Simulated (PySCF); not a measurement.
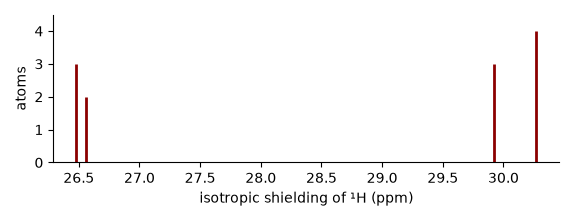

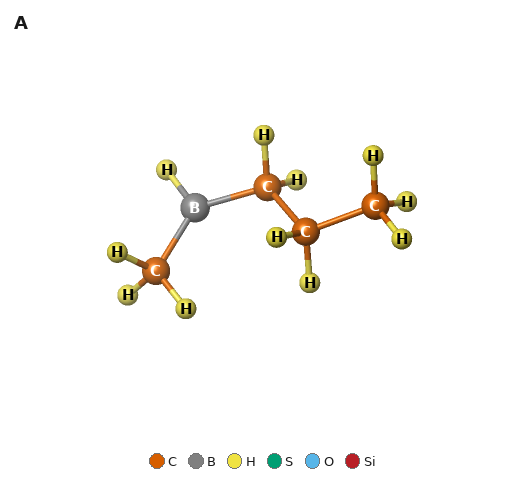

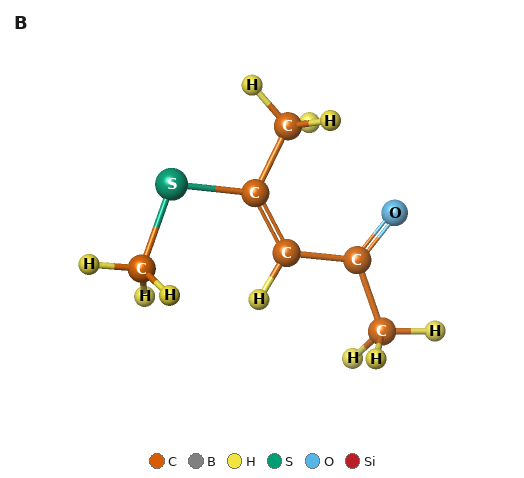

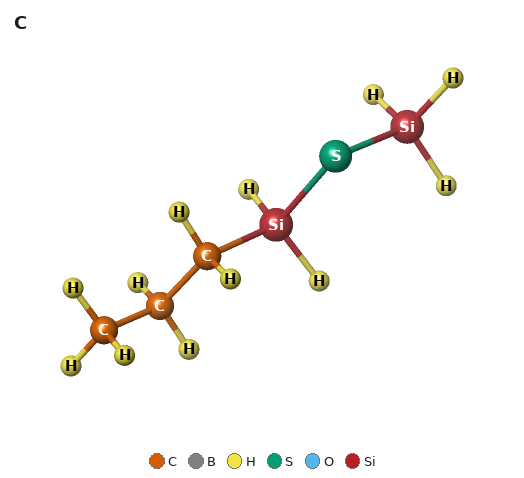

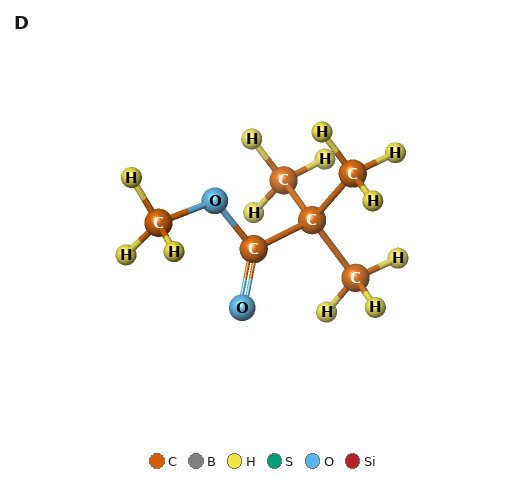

The sticks are computed shieldings of one of the molecules, for one fixed geometry (PBE0-D3(BJ)/def2-SVP) without averaging over rotations. Low shielding means a high chemical shift. Method: GIAO BP86/pcSseg-1 NMR shielding, non-relativistic, gas phase (PySCF 2.14.0).

> Match the spectrum to a structure.

C, `CCC[SiH2]S[SiH3]`. Its 12 H atoms give lines at 26.48 (3 atoms), 26.56 (2 atoms), 29.93 (3 atoms), 30.27 (4 atoms) ppm.
